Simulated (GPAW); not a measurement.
# Magnetic state of MnGe7 (Ge16x211 Mn2 nn) from several starts, part 2 of 2

A self-consistent run ends on one state, which hangs on the start. Several orders of MnGe7 (Ge16x211 Mn2 nn) are started in GPAW and their energies compared.

GPAW 26.7.0; PBE with U = 4 eV on Mn d; plane waves with GPAW's PAW setups, scalar-relativistic.

So far. Step 2 (Start 1: ferro ++): After 32 cycles the largest moment stands at 4.27 μB.

## 3. Run 2 (antiferro +-)

Reversing part of the moments tests the sign of the couplings between them.

order2.py reads:

```python
import json
import numpy as np
from ase import Atoms
from ase.parallel import paropen, parprint
from gpaw import GPAW

atoms = Atoms(['Mn', 'Mn', 'Ge', 'Ge', 'Ge', 'Ge', 'Ge', 'Ge', 'Ge', 'Ge', 'Ge', 'Ge', 'Ge', 'Ge', 'Ge', 'Ge'],
    cell=[[11.316, 0.0, 0.0],
         [0.0, 5.658, 0.0],
         [0.0, 0.0, 5.658]],
    scaled_positions=[[0.0, 0.0, 0.0],
         [0.125, 0.25, 0.25],
         [0.0, 0.5, 0.5],
         [0.125, 0.75, 0.75],
         [0.25, 0.0, 0.5],
         [0.375, 0.25, 0.75],
         [0.25, 0.5, 0.0],
         [0.375, 0.75, 0.25],
         [0.5, 0.0, 0.0],
         [0.625, 0.25, 0.25],
         [0.5, 0.5, 0.5],
         [0.625, 0.75, 0.75],
         [0.75, 0.0, 0.5],
         [0.875, 0.25, 0.75],
         [0.75, 0.5, 0.0],
         [0.875, 0.75, 0.25]],
    pbc=True,
    magmoms=[4.5, -4.5, 0.0, 0.0, 0.0, 0.0, 0.0, 0.0, 0.0, 0.0, 0.0, 0.0, 0.0, 0.0, 0.0, 0.0])
atoms.calc = GPAW(mode={'name': 'pw', 'ecut': 450},
    xc='PBE',
    kpts={'size': (3, 5, 5), 'gamma': True},
    occupations={'name': 'fermi-dirac', 'width': 0.05},
    convergence={'density': 1e-05, 'energy': 1e-05},
    maxiter=200,
    mixer={'name': 'pulay', 'beta': 0.05, 'nmaxold': 6, 'weight': 50},
    setups={'Mn': ':d,4.0'},
    symmetry={'tolerance': 1e-4},
    txt='order2.txt')
e = atoms.get_potential_energy(force_consistent=True)
res = {'free_energy': e, 'energy_sigma0': atoms.get_potential_energy(), 'fermi_energy': atoms.calc.get_fermi_level()}
res['moments'] = atoms.get_magnetic_moments().tolist()
res['total'] = atoms.get_magnetic_moment()
parprint('site moments (muB):', np.round(res['moments'], 3))
parprint(f"total moment: {res['total']:.3f} muB")
parprint(f'free energy: {e:.6f} eV')
atoms.calc.write('order2.gpw')
with paropen('results.json', 'w') as f:
    json.dump(res, f)
```

On the command line:

```sh
$ OMP_NUM_THREADS=1 mpirun -n 4 gpaw python order2.py > order2.log
```

Numbers of over 12 decimals in the logs are rounded to 6 here.

Output:

```text
site moments (muB): [ 4.192e+00 -4.192e+00  3.300e-02 -3.300e-02  5.400e-02  1.000e-03
  5.400e-02  1.000e-03  4.000e-03 -4.000e-03  4.000e-03 -4.000e-03
 -1.000e-03 -5.400e-02 -1.000e-03 -5.400e-02]
total moment: 0.000 muB
free energy: -76.079117 eV

--- order2.txt ---
Input parameters:
  mode=PW(ecut=450),
  convergence={'density': 1e-05, 'energy': 1e-05},
  kpts=MonkhorstPack(size=(3, 5, 5), gamma=True),
  maxiter=200,
  mixer=Pulay(name='pulay', nmaxold=6, beta=0.05, weight=50, sigma=0.015, g_ss=None),
  occupations=Occupations(name='fermi-dirac', width=0.05),
  setups={'Mn': ':d,4.0'},
  symmetry=Symmetry(tolerance=0.0001),
  xc=XC(name='PBE')

Diagonalizing LCAO Hamiltonian
Converting LCAO to pw mode
    .---------------------------.
   /|                           |
  / |  Ge            Ge         |
 *  |                           |
 |  |       Ge            Ge    |
 | Ge            Ge             |
 |  |   Ge    Ge      Ge    Ge  |
 |  .---------------------------.
 | / Mn  Ge        Ge  Ge      /
 |/                           /
 Mn------------Ge------------*

Atoms  # Å, Bohr magnetons
|    | symbol |        x |        y |        z |    initial magnetic moments |
|----|--------|----------|----------|----------|-----------------------------|
|  0 |     Mn | 0.000000 | 0.000000 | 0.000000 | ( 0.0000,  0.0000,  4.5000) |
|  1 |     Mn | 1.414500 | 1.414500 | 1.414500 | ( 0.0000,  0.0000, -4.5000) |
|  2 |     Ge | 0.000000 | 2.829000 | 2.829000 | ( 0.0000,  0.0000,  0.0000) |
|  3 |     Ge | 1.414500 | 4.243500 | 4.243500 | ( 0.0000,  0.0000,  0.0000) |
|  4 |     Ge | 2.829000 | 0.000000 | 2.829000 | ( 0.0000,  0.0000,  0.0000) |
|  5 |     Ge | 4.243500 | 1.414500 | 4.243500 | ( 0.0000,  0.0000,  0.0000) |
|  6 |     Ge | 2.829000 | 2.829000 | 0.000000 | ( 0.0000,  0.0000,  0.0000) |
|  7 |     Ge | 4.243500 | 4.243500 | 1.414500 | ( 0.0000,  0.0000,  0.0000) |
|  8 |     Ge | 5.658000 | 0.000000 | 0.000000 | ( 0.0000,  0.0000,  0.0000) |
|  9 |     Ge | 7.072500 | 1.414500 | 1.414500 | ( 0.0000,  0.0000,  0.0000) |
| 10 |     Ge | 5.658000 | 2.829000 | 2.829000 | ( 0.0000,  0.0000,  0.0000) |
| 11 |     Ge | 7.072500 | 4.243500 | 4.243500 | ( 0.0000,  0.0000,  0.0000) |
| 12 |     Ge | 8.487000 | 0.000000 | 2.829000 | ( 0.0000,  0.0000,  0.0000) |
| 13 |     Ge | 9.901500 | 1.414500 | 4.243500 | ( 0.0000,  0.0000,  0.0000) |
| 14 |     Ge | 8.487000 | 2.829000 | 0.000000 | ( 0.0000,  0.0000,  0.0000) |
| 15 |     Ge | 9.901500 | 4.243500 | 1.414500 | ( 0.0000,  0.0000,  0.0000) |

Unit cell  # Å
| periodic |         x |        y |        z |   lengths |    angles |
|----------|-----------|----------|----------|-----------|-----------|
|      yes | 11.316000 | 0.000000 | 0.000000 | 11.316000 | 90.000000 |
|      yes |  0.000000 | 5.658000 | 0.000000 |  5.658000 | 90.000000 |
|      yes |  0.000000 | 0.000000 | 5.658000 |  5.658000 | 90.000000 |

Number of symmetries: 2

BZ-sampling:
  Number of BZ points: 75
  Number of IBZ points: 24

  Monkhorst-Pack size: [3, 5, 5]
  Monkhorst-Pack shift: [0, 0, 0]

Plane wave coefficients: 7882
Cutoff: 450.000000 eV

Spin-components: 2 (collinear spins)
Bands:           56
Projectors:      82
Spin-degeneracy: 1
Datatype:        complex128

Parallelization:
  kpt:    4
  domain: 1
  band:   1

Density:
  Valence electrons: 86.0
  Components: 2
  Grid points: [56 28 28]
  Charge: 0.0  # |e|

Potential:
  Grid points: [56 28 28]

[... setups left out ...]
Reference energy: -862395.106081  # eV

eigensolver:
  PPCG
  Converge bands: occupied
  niter=2

density mixing:
  Pulay-Mixer
  Linear mixing parameters: 0.05
  Old densities: 6
  Fourier metric: weight=50, sigma=0.015

occupation numbers:
  Fermi-Dirac:
    width: 0.0500  # eV

poisson solver:
  ecut: 3600.000000  # eV

xc functional:
  name: PBE with 2 nearest neighbor stencil

convergence criteria:
- Maximum integral of absolute [dens]ity change: 1e-05 electrons / valence electron
- Maximum [total energy] change in last 3 cyles: 1e-05 eV / valence electron
- Maximum integral of absolute [eigenst]ate change: 4e-08 eV^2 / valence electron
maximum number of iterations: 200

SCF iterations
|iter     |      energy | eigst |  dens |  magmom |
|---------|-------------|-------|-------|---------|
|iter:   1|       0s |  -76.178028 | +0.09 |       |  +0.0000|
|iter:   2|       5s |  -76.151026 | -1.52 | -0.98 |  +0.0000|
|iter:   3|      10s |  -76.032360 | -1.98 | -1.01 |  -0.0000|
|iter:   4|      16s |  -76.041373 | -1.66 | -1.10 |  -0.0000|
|iter:   5|      21s |  -76.045971 | -2.93 | -1.50 |  -0.0000|
|iter:   6|      26s |  -76.056554 | -2.25 | -1.56 |  +0.0000|
|iter:   7|      31s |  -76.050580 | -3.39 | -2.03 |  -0.0000|
|iter:   8|      38s |  -76.052677 | -3.02 | -2.02 |  -0.0000|
|iter:   9|      45s |  -76.052729 | -4.53 | -2.38 |  -0.0000|
|iter:  10|      52s |  -76.052454c| -4.36 | -2.38 |  -0.0000|
|iter:  11|      58s |  -76.052911c| -5.17 | -2.38 |  +0.0000|
|iter:  12|      64s |  -76.055151 | -3.94 | -2.41 |  +0.0000|
|iter:  13|      69s |  -76.055269 | -5.07 | -2.81 |  +0.0000|
|iter:  14|      74s |  -76.055378c| -5.91 | -2.85 |  +0.0000|
|iter:  15|      79s |  -76.055554c| -5.43 | -2.88 |  +0.0000|
|iter:  16|      84s |  -76.055928c| -5.14 | -2.94 |  +0.0000|
|iter:  17|      89s |  -76.056035c| -5.70 | -3.13 |  +0.0000|
|iter:  18|      95s |  -76.056043c| -6.57 | -3.29 |  +0.0000|
|iter:  19|     100s |  -76.056159c| -5.74 | -3.31 |  +0.0000|
|iter:  20|     105s |  -76.056180c| -6.39 | -3.55 |  +0.0000|
|iter:  21|     110s |  -76.056191c| -7.03 | -3.64 |  +0.0000|
|iter:  22|     115s |  -76.056205c| -6.81 | -3.72 |  +0.0000|
|iter:  23|     121s |  -76.056224c| -6.35 | -3.84 |  +0.0000|
|iter:  24|     126s |  -76.056223c| -7.73c| -4.29 |  +0.0000|
|iter:  25|     131s |  -76.056229c| -7.25 | -4.27 |  +0.0000|
|iter:  26|     133s |  -76.056229c| -8.16c| -4.66 |  +0.0000|
|iter:  27|     136s |  -76.056228c| -8.10c| -4.64 |  -0.0000|
|iter:  28|     139s |  -76.056228c| -8.39c| -4.80 |  -0.0000|
|iter:  29|     141s |  -76.056229c| -8.41c| -4.98 |  +0.0000|
|iter:  30|     144s |  -76.056228c| -8.41c| -5.01c|  +0.0000|

Converged in 30 steps
Energy contributions relative to reference atoms: (reference = -862395.106081)

Energy contributions:
  Kinetic:         227.583698
  Coulomb:        -199.616488
  Zero:              0.276581
  External:          0.000000
  Xc:             -104.277131
  Entropy:          -0.045776
  Spinorbit:         0.000000
  ----------------------------
  Free energy:     -76.079117
  Extrapolated:    -76.056228

dipole moment: (-62.607608, -68.169889, -68.169889)  # |e|*Ang

Total magnetic moment: (0.000000, 0.000000, 0.000000)

Local magnetic moments
|        x |        y |         z |
|----------|----------|-----------|
| 0.000000 | 0.000000 |  4.191954 |  # Mn   0
| 0.000000 | 0.000000 | -4.191954 |  # Mn   1
| 0.000000 | 0.000000 |  0.032551 |  # Ge   2
| 0.000000 | 0.000000 | -0.032551 |  # Ge   3
| 0.000000 | 0.000000 |  0.053544 |  # Ge   4
| 0.000000 | 0.000000 |  0.000502 |  # Ge   5
| 0.000000 | 0.000000 |  0.053544 |  # Ge   6
| 0.000000 | 0.000000 |  0.000502 |  # Ge   7
| 0.000000 | 0.000000 |  0.003920 |  # Ge   8
| 0.000000 | 0.000000 | -0.003920 |  # Ge   9
| 0.000000 | 0.000000 |  0.003992 |  # Ge  10
| 0.000000 | 0.000000 | -0.003992 |  # Ge  11
| 0.000000 | 0.000000 | -0.000502 |  # Ge  12
| 0.000000 | 0.000000 | -0.053544 |  # Ge  13
| 0.000000 | 0.000000 | -0.000502 |  # Ge  14
| 0.000000 | 0.000000 | -0.053544 |  # Ge  15

Fermi level: 5.301
Eigenvalues  # (at kpt = [0.000, 0.000, 0.000])
| band index |      eig [eV] | occ [0-1] |      eig [eV] | occ [0-1] |
|------------|---------------|-----------|---------------|-----------|
|          0 |       -76.542 |     1.000 |       -76.542 |     1.000 |
|        ... |               |           |               |           |
|         34 |         2.961 |     1.000 |         2.961 |     1.000 |
|         35 |         3.082 |     1.000 |         3.082 |     1.000 |
|         36 |         3.523 |     1.000 |         3.523 |     1.000 |
|         37 |         3.776 |     1.000 |         3.776 |     1.000 |
|         38 |         3.964 |     1.000 |         3.964 |     1.000 |
|         39 |         3.978 |     1.000 |         3.978 |     1.000 |
|         40 |         4.870 |     1.000 |         4.870 |     1.000 |
|         41 |         4.871 |     1.000 |         4.871 |     1.000 |
|         42 |         5.872 |     0.000 |         5.872 |     0.000 |
|         43 |         5.997 |     0.000 |         5.997 |     0.000 |
|         44 |         6.250 |     0.000 |         6.250 |     0.000 |
|         45 |         6.307 |     0.000 |         6.307 |     0.000 |
|         46 |         6.340 |     0.000 |         6.340 |     0.000 |
|         47 |         6.592 |     0.000 |         6.592 |     0.000 |
|         48 |         6.679 |     0.000 |         6.679 |     0.000 |
|         49 |         6.985 |     0.000 |         6.985 |     0.000 |
|        ... |               |           |               |           |
|         55 |         8.326 |     0.000 |         8.326 |     0.000 |

No gap
No difference between direct/indirect transitions
```

Run time: 2.6 min. Hardware: 4 MPI ranks of Intel Xeon 6975P-C (Granite Rapids), shared host; peak memory 1.5 GiB.

Spin moment in the augmentation sphere by atom:

```csv
atom,spin moment in the augmentation sphere (μB)
Mn1,4.19
Mn2,-4.19
Ge3,0.03
Ge4,-0.03
Ge5,0.05
Ge6,0.00
Ge7,0.05
Ge8,0.00
Ge9,0.00
Ge10,0.00
Ge11,0.00
Ge12,0.00
Ge13,0.00
Ge14,-0.05
Ge15,0.00
Ge16,-0.05
```

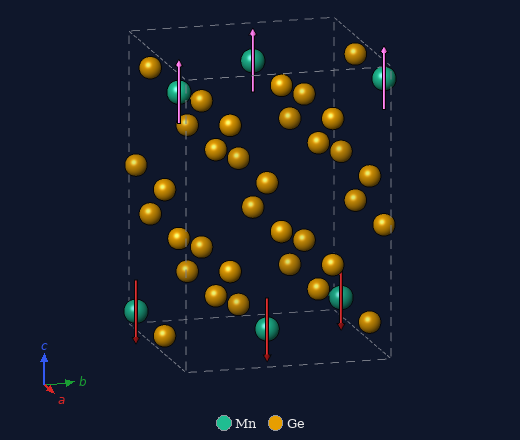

Spin moment in the augmentation sphere as arrows, the longest 4.19 μB. Up and down stand for the sign. Arrows give size and sign along the axis of quantisation, drawn up and down the page. The two directions have two colours. Some periodic images of atoms are drawn too.

This step gave:

```yaml
magnetization: 0 μB
final_state: antiferromagnetic
```

It lies 211 meV a seeded atom under the first start, and its largest moment is 4.19 μB against 4.27 μB.

## 4. Ranking

These are free energies at a smearing of 0.05 eV, so its entropy term is in the differences. They are divided by the number of seeded atoms, so that cells of unlike size compare.

Orders:

```csv
start,final state,typed order kept,energy over the lowest (meV a seeded atom),largest site moment (μB),net moment (μB a primitive cell),mesh matched,CPU time (s)
ferro ++,ferromagnetic,yes,211.3,4.271,8.494,yes,701.2
antiferro +-,antiferromagnetic,yes,0,4.192,0,yes,617.6
```

## 5. Summary of results

| Property | Result |
| --- | --- |
| lowest state found | antiferromagnetic (typed antiferro +-) |
| largest site moment | 4.19 μB |
| next state | ferromagnetic, 211 meV a seeded atom higher |

What this shows: The lowest state found is antiferromagnetic, reached from the start antiferro +-, with moments up to 4.19 μB. The next state costs 211 meV a seeded atom. This is the lowest of 2 finished starts, no proof of the ground state.

[Logs and program files are shortened in this print: banners, set-up blocks, solver, clock and traceback lines can be left out without a mark of their own.]

[Logs are printed without paths, hosts, clocks, repeated set-up lines and the standing remarks that a program may print on its own settings, such as how far it seeks lower states.]

[Hosts, paths, dates, database ids (printed as entryN), source tags and the programs' standing remarks are cut or masked in the printed files.]

[Where a cell is said to come from a database of computed structures, the database is the Materials Project.]
